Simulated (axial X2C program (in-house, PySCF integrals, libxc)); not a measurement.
# CoO: properties at the nuclei

Wanted for CoO: properties at the nuclei, at the two-component level.

Program: an in-house X2C program for linear molecules on PySCF integrals. Level of theory: two-component X2C with atomic mean-field terms, Co dyall-cv3z, O dyall-av3z. These are calculated values, not measurements.

### Step 1. Input

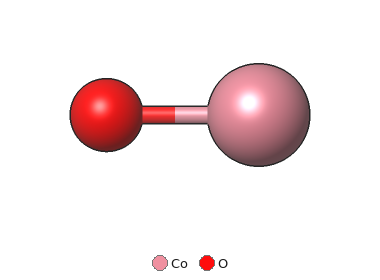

The two atoms at 1.600 Å (cobalt pink, oxygen red).

task.json reads:

```json
{"zs": [27, 8], "q": 0, "bas": ["dyall-cv3z", "dyall-av3z"], "r0": 1.6, "levels": ["PBE0", "HF", "TPSSh", "BP86", "BHandHLYP"], "nst": 3}
```

Keys: zs atomic numbers; q charge; bas basis sets; r0 starting distance in Å; levels methods (HF also brings MP2); nst determinants followed.

Command:

```console
$ python soeom.py task.json out
```

Nuclei are Gaussian, cores are contracted, and the Gaunt term is on.

### Step 2. Expectation values, lowest determinant

R = 1.604 Å. State: Ω = 7/2 (excess of +ω over −ω: ω = -1/2, ω = 3/2, ω = 5/2).

Output of the PBE0 run:

```text
two-component X2C + atomic mean field  PBE0
basis functions 162  fitting functions 881  grid points 5076
iter        total energy     max residual
   1      -1467.825950068     4.17e-01
   2      -1467.874658959     3.38e-03
   3      -1467.874082403     9.29e-03
   4      -1467.874680375     1.87e-03
   5      -1467.874699053     1.16e-03
   6      -1467.874710278     9.23e-05
   7      -1467.874710342     1.66e-05
   8      -1467.874710348     1.13e-05
   9      -1467.874710350     4.62e-06
  10      -1467.874710351     2.27e-06
converged
one-electron -2173.38444067  Coulomb 702.82057704  exact exchange -16.64485348  xc functional -51.52678392  nuclear repulsion 71.26077155  atomic mean-field constant -0.39998086
```

The highest occupied spinor is 37% Co s, 31% Co d, 26% O p.

```tsv
level	Eeff magnitude (GV/cm)	Ws magnitude Co (kHz)	A∥/gI Co (MHz)	qzz Co (a.u.)	A∥/gI O (MHz)	qzz O (a.u.)	μ (D)
PBE0	0.767	0.0604	253	-0.08	-16.2	0.26	-4.77
HF	2.38	0.252	75.9	-1.15	51.9	2.61	-2.62
TPSSh	0.383	0.0209	310	-0.11	-17.9	0.19	-4.43
BP86	0.446	0.0287	303	0.13	-20.1	0.13	-3.69
BHandHLYP	1.11	0.0959	182	-0.18	-9.33	0.64	-5.60
```

Eeff is the effective electric field on the electron dipole moment in this Ω state and Ws the scalar–pseudoscalar constant (defined with the proton number Z and per Ω); A∥ is the parallel hyperfine constant, which follows by multiplying with the nuclear g factor gI = μI/(I μN); qzz is the electric field gradient, eQq0 = 234.96 MHz × Q/barn × qzz; μ is positive if O is the positive end. The operators were transformed with the bare-nucleus X2C matrices.

### Step 3. Expectation values, a higher determinant

R = 1.604 Å. State: Ω = 1/2 (excess of +ω over −ω: ω = 1/2), 0.12 eV above the lowest in the PBE0 search for states (made at or near this distance, with looser thresholds).

Output of the PBE0 run:

```text
two-component X2C + atomic mean field  PBE0
basis functions 162  fitting functions 881  grid points 5076
iter        total energy     max residual
   1      -1467.821484984     4.17e-01
   2      -1467.870189384     3.38e-03
   3      -1467.869636524     9.13e-03
   4      -1467.870209563     1.87e-03
   5      -1467.870228199     1.17e-03
   6      -1467.870239521     9.15e-05
   7      -1467.870239583     1.74e-05
   8      -1467.870239588     1.11e-05
   9      -1467.870239590     4.58e-06
converged
one-electron -2173.36426862  Coulomb 702.80397366  exact exchange -16.64458882  xc functional -51.52614649  nuclear repulsion 71.26077155  atomic mean-field constant -0.39998086
```

The highest occupied spinor is 37% Co s, 31% Co d, 26% O p.

```tsv
level	Eeff magnitude (GV/cm)	Ws magnitude Co (kHz)	A∥/gI Co (MHz)	qzz Co (a.u.)	A∥/gI O (MHz)	qzz O (a.u.)	μ (D)
PBE0	0.774	0.423	2490	-0.12	56.8	0.25	-4.77
HF	2.36	1.75	3580	-1.18	-370	2.61	-2.62
TPSSh	0.397	0.15	2020	-0.15	130	0.19	-4.43
BP86	0.465	0.202	2040	0.11	168	0.13	-3.69
BHandHLYP	1.11	0.663	3060	-0.21	-103	0.65	-5.61
```

### Step 4. Expectation values, a higher determinant

R = 1.604 Å. State: Ω = 3/2 (excess of +ω over −ω: ω = 3/2), 0.19 eV above the lowest in the PBE0 search for states (made at or near this distance, with looser thresholds).

Output of the PBE0 run:

```text
two-component X2C + atomic mean field  PBE0
basis functions 162  fitting functions 881  grid points 5076
iter        total energy     max residual
   1      -1467.820741043     4.15e-01
   2      -1467.867486069     3.25e-03
   3      -1467.867110906     7.33e-03
   4      -1467.867498223     1.87e-03
   5      -1467.867514441     1.03e-03
   6      -1467.867523865     7.73e-05
   7      -1467.867523921     3.05e-05
   8      -1467.867523939     1.11e-05
   9      -1467.867523942     4.78e-06
  10      -1467.867523943     2.20e-06
converged
one-electron -2174.98235898  Coulomb 704.50274198  exact exchange -16.65776316  xc functional -51.59093446  nuclear repulsion 71.26077155  atomic mean-field constant -0.39998086
```

The highest occupied spinor is 99% Co d.

```tsv
level	Eeff magnitude (GV/cm)	Ws magnitude Co (kHz)	A∥/gI Co (MHz)	qzz Co (a.u.)	A∥/gI O (MHz)	qzz O (a.u.)	μ (D)
PBE0	0.801	0.147	858	4.31	-15.1	0.62	-5.43
HF	1.4	0.42	993	4.10	-50	2.43	-2.16
TPSSh	0.721	0.129	889	4.19	-20.1	0.58	-4.86
BP86	0.61	0.104	926	4.23	-25.3	0.55	-4.18
BHandHLYP	0.824	0.15	853	4.54	-5.24	0.83	-6.43
```

### Step 5. Summary of results

| quantity | value |
| --- | --- |
| lowest determinant | Ω = 7/2 (excess of +ω over −ω: ω = -1/2, ω = 3/2, ω = 5/2) |
| Eeff magnitude (GV/cm), PBE0 | 0.767 |
| Ws magnitude Co (kHz), PBE0 | 0.0604 |
| A∥/gI Co (MHz), PBE0 | 253 |
| qzz Co (a.u.), PBE0 | -0.08 |
| higher determinant | Ω = 1/2 (excess of +ω over −ω: ω = 1/2) |
| Eeff magnitude (GV/cm), PBE0, higher determinant | 0.774 |
| Ws magnitude Co (kHz), PBE0, higher determinant | 0.423 |
| A∥/gI Co (MHz), PBE0, higher determinant | 2490 |
| qzz Co (a.u.), PBE0, higher determinant | -0.12 |
| higher determinant | Ω = 3/2 (excess of +ω over −ω: ω = 3/2) |
| Eeff magnitude (GV/cm), PBE0, higher determinant | 0.801 |
| Ws magnitude Co (kHz), PBE0, higher determinant | 0.147 |
| A∥/gI Co (MHz), PBE0, higher determinant | 858 |
| qzz Co (a.u.), PBE0, higher determinant | 4.31 |

In words: In the first state, the effective field runs from 0.383 to 2.38 GV/cm over the mean-field levels, so the levels don't agree on it. The expectation values come from single determinants, which for open shells can mix terms of unlike spin or miss the lowest Ω, so a determinant need not be a state. Eeff is the effective electric field on the electron dipole moment in this Ω state and Ws the scalar–pseudoscalar constant (defined with the proton number Z and per Ω); A∥ is the parallel hyperfine constant, which follows by multiplying with the nuclear g factor gI = μI/(I μN); qzz is the electric field gradient, eQq0 = 234.96 MHz × Q/barn × qzz; μ is positive if O is the positive end. The operators were transformed with the bare-nucleus X2C matrices.
